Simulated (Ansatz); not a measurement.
# Run report: GeH$_{2}$ClF, frequency calculation

- system: GeH$_{2}$ClF, SMILES [F][GeH2][Cl]
- method: PBE/def2-SVP, RKS (Ansatz 0.2.0)

The geometry was optimised with PBE/def2-SVP. Figures and captions count atoms from 1; the log counts them from 0 in places.

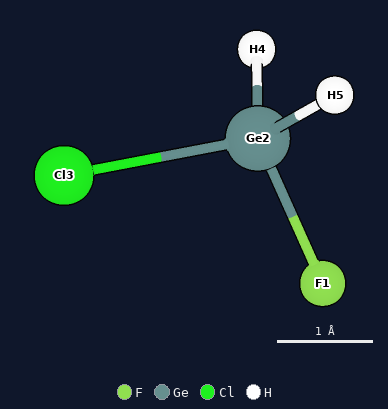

The structure as given in the input (ball-and-stick view, seen at a tilt; atoms are numbered from 1 in the order of the input). Sticks mark near contacts. Bond lengths as drawn: Cl–Ge 2.16 Å, F–Ge 1.75 Å and Ge–H 1.54 Å.

## The input
```yaml
crystal:
  periodic: [false, false, false]
  atoms:
    - symbol: F
      position_ang: [-0.237833, -0.521496, 1.613878]
    - symbol: Ge
      position_ang: [0.139738, -0.090298, -0.042671]
    - symbol: Cl
      position_ang: [-1.406576, 1.263866, -0.717229]
    - symbol: H
      position_ang: [0.066543, -1.388062, -0.876601]
    - symbol: H
      position_ang: [1.488028, 0.662389, -0.018877]
basis:
  gaussian:
    orbitals: def2-SVP
magnetization:
  spin_polarized: false
  initial_magnetization: 0
hamiltonian:
  xc: pbe
phonons:
  temperatures:
    t_min: 298.15
    t_max: 298.15
    t_step: 1
```

Launched with:
```bash
ansatz run job.yaml --threads 1 --pin off --max-ram 3480MiB --events-out events.jsonl --progress --plain --runs-dir runs
```

## Output
```
Functional definition: PBE
  name "PBE"
  parameter kappa = 0.804
  parameter beta = 0.06672455060314922
  exchange = pbe_x(kappa = kappa, mu = beta*pi^2/3)
  correlation = pbe_c(beta = beta)
810 factors; their error is unknown
mean field evaluation 1: about -71760.4134 eV, gradient 3.9e1 eV
mean field evaluation 2: about -71747.9564 eV, gradient 9.8e1 eV
mean field evaluation 4: about -71762.6148 eV, gradient 4.3e0 eV
mean field evaluation 8: about -71762.5925 eV, gradient 8.1e-2 eV
mean field -71762.59248029 eV, -2637.2266312185 hartree, gradient 6.5e-5 eV, S^2 0.000000; 0 other end points of the search recorded, 0 dependent functions left out
the calculation of the forces begins
reference -71762.59250781 eV, -2637.2266322298 hartree; 30, 30 occupied and 44, 44 virtual orbitals, 810 factors
these checks for a lower state are left out or cut short: stability, starts, cluster_reference, orbital_swaps, neighbouring_geometries, increment
810 factors; their error is unknown
mean field evaluation 16: about -71762.6449 eV, gradient 9.3e-2 eV
mean field -71762.59247530 eV, -2637.2266310350 hartree, gradient 9.7e-7 eV, S^2 0.000000; 0 other end points of the search recorded, 0 dependent functions left out
[... from here on the field's lines of each further geometry are left out, up to the last ...]
the calculation of the forces begins
reference -71762.59248765 eV, -2637.2266314888 hartree; 30, 30 occupied and 44, 44 virtual orbitals, 810 factors
these checks for a lower state are left out or cut short: stability, starts, cluster_reference, orbital_swaps, neighbouring_geometries, increment
810 factors; their error is unknown
mean field evaluation 128: about -71762.5925 eV, gradient 9.8e-7 eV
mean field -71762.59246248 eV, -2637.2266305638 hartree, gradient 9.8e-7 eV, S^2 0.000000; 0 other end points of the search recorded, 0 dependent functions left out
the calculation of the forces begins
reference -71762.59249000 eV, -2637.2266315752 hartree; 30, 30 occupied and 44, 44 virtual orbitals, 810 factors
Total energy: -71762.59250781 eV, -2637.2266322298 hartree
Atom 0 at    -0.237833    -0.521496     1.613878 Å, force     0.000223     0.000098    -0.000603 eV/Å
Atom 1 at     0.139738    -0.090298    -0.042671 Å, force    -0.001606     0.000700     0.000989 eV/Å
Atom 2 at    -1.406576     1.263866    -0.717229 Å, force     0.000529    -0.000428     0.000145 eV/Å
Atom 3 at     0.066543    -1.388062    -0.876601 Å, force     0.000099    -0.000658    -0.000463 eV/Å
Atom 4 at     1.488028     0.662389    -0.018877 Å, force     0.000755     0.000288    -0.000067 eV/Å
Dipole moment:     0.325044    -0.111508    -0.272119 e Å
Vibrations: 187.71 423.58 529.66 630.52 696.99 784.08 818.58 2107.56 2131.11 cm⁻¹, zero-point energy 0.515141 eV
```

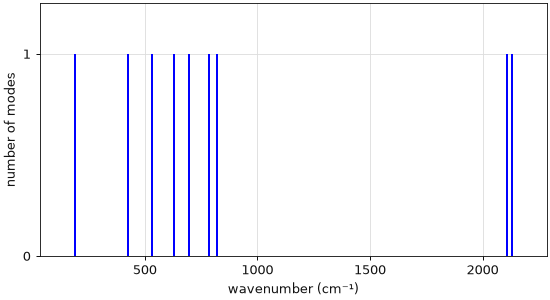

Harmonic vibrational wavenumbers from the force constants; neighbouring modes closer than 9 cm⁻¹ are counted in one stick. 9 modes from 188 to 2131 cm⁻¹, none imaginary.

## Summary

| quantity | value |
| --- | --- |
| outcome | converged |
| total energy | −2637.226632 hartree |
| basis functions | 74 |
| largest force | 0.002 eV/Å |
| zero-point energy | 0.018931 hartree |
| dipole moment | 2.11 D |
| wavenumbers, lowest and highest | 188 and 2131 cm⁻¹ |
| hardware | 1 thread of Arm Neoverse N1, 112 GiB of memory available, shared host |
| wall time | 32 s |
| peak memory | 0.1 GiB |
